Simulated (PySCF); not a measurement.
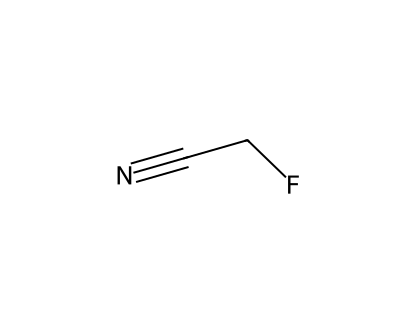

Transcribe the drawing into SMILES.

N#CCF

Give the formula, hydrogens included.

C2H2FN.

An optimisation with PBE0-D3(BJ)/def2-SVP gave a structure of which point group?

Cs.

The parts below concern this one geometry. Atoms keep their numbers from picture to picture. The computed structure is the end point of a PBE0-D3(BJ)/def2-SVP optimisation. No frequency run is at hand to confirm it as a minimum.

## Shape

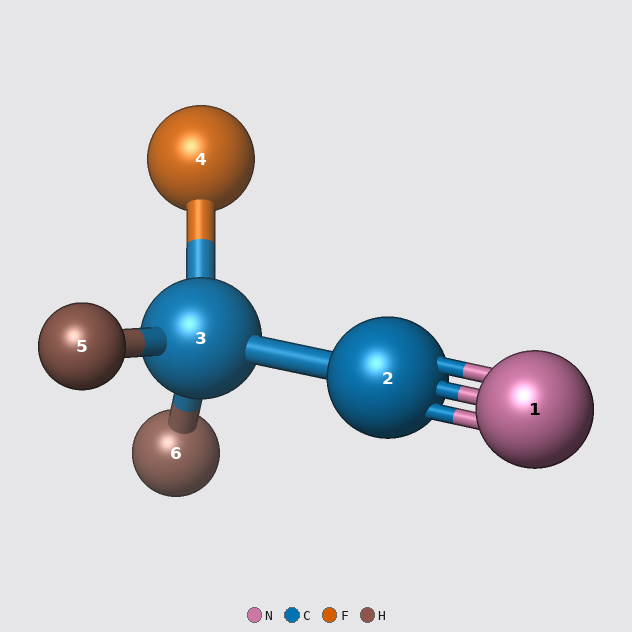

No frequency run is at hand to confirm it as a minimum.

Which atoms are bonded, and how long are the bonds?

```tsv
bond	length (Å)	order
N1–C2	1.156	triple
C2–C3	1.466	single
C3–F4	1.359	single
C3–H5	1.103	single
C3–H6	1.103	single
```

## Dipole moment

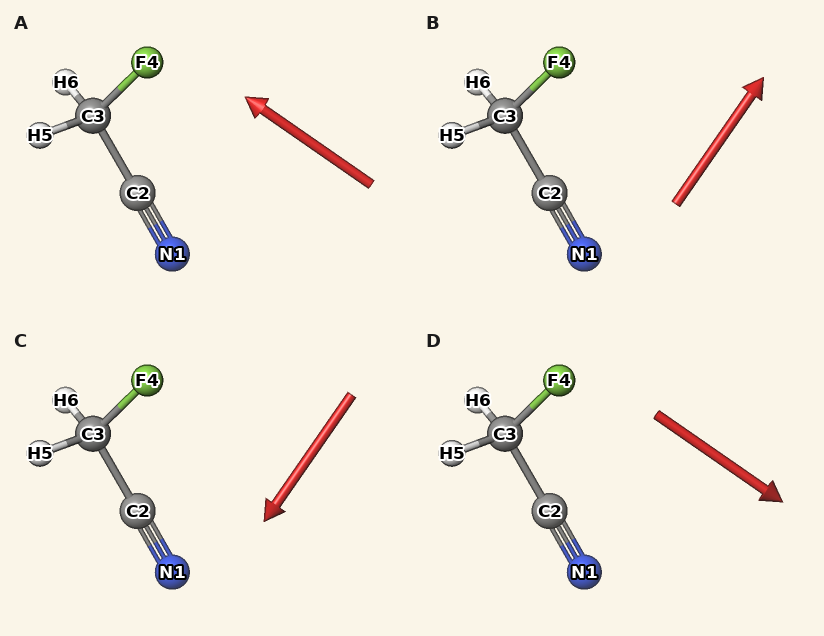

The same molecule four times, each with an arrow. No frequency run is at hand to confirm it as a minimum. Method: PBE0/aug-cc-pVDZ, gas phase (PySCF 2.14.0).

Which arrow points along the dipole moment, from the negative to the positive end?

A. The dipole moment is 3.28 D; it points from the side of N1 to the side of H5, H6 (the outermost atoms at the two ends).

## Spin–spin coupling

No frequency run is at hand to confirm it as a minimum. Level of theory: CAM-B3LYP/pcJ-1 indirect spin-spin coupling, non-relativistic, gas phase (PySCF 2.14.0). Isotopes: 13C, 19F, 1H, 15N.

Give the spin–spin coupling constants of these pairs, with the number of bonds between them: N1/C2, C3/H6, C3/F4, N1/C3, C2/H5, C2/H6, F4/H6, F4/H5, H5/H6, N1/H5, N1/F4, N1/H6.

```csv
pair,bonds apart,J (Hz)
"N1, C2",1,−20.5
"C3, H6",1,160.8
"C3, F4",1,−242.9
"N1, C3",2,2.4
"C2, H5",2,−6.8
"C2, H6",2,−6.8
"F4, H6",2,52.6
"F4, H5",2,52.6
"H5, H6",2,−17.6
"N1, H5",3,−1.6
"N1, F4",3,−0.5
"N1, H6",3,−1.6
```

Density functionals are unreliable for couplings to fluorine, so those rows may be far off.

## NMR shielding

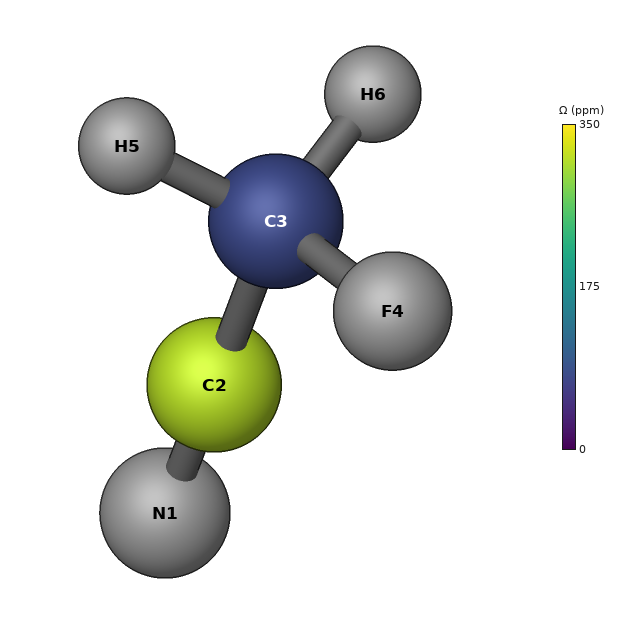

The C atoms are coloured by the span of their shielding tensor. No frequency run is at hand to confirm it as a minimum. Level of theory: GIAO PBE0/cc-pVDZ NMR shielding, non-relativistic, gas phase (PySCF 2.14.0). Principal shieldings σ11 ≤ σ22 ≤ σ33, span Ω = σ33 − σ11, skew κ = 3(σiso − σ22)/Ω.

Which C atom has the most anisotropic shielding?

C2, with a span of 312 ppm.

Give the shielding tensors of the C atoms.

```
atom    σ11    σ22    σ33   σiso      Ω     κ
  C2  −18.8  −18.3  293.6   85.5  312.4  1.00
  C3  106.3  107.7  185.1  133.0   78.8  0.96
```

Shieldings and span in ppm.

## Quadrupole coupling

No frequency run is at hand to confirm it as a minimum. Electric field gradients from the ground-state density, B97-2/pcJ-1 (PySCF 2.14.0), non-relativistic apart from any core potentials.

Give the largest field-gradient component, the quadrupole coupling constant and the asymmetry for 14N at N1 (Q = 20.44 mb).

```csv
atom,V_zz (a.u.),e²qQ/h (MHz),η
N1,−0.943,−4.53,0.22
```
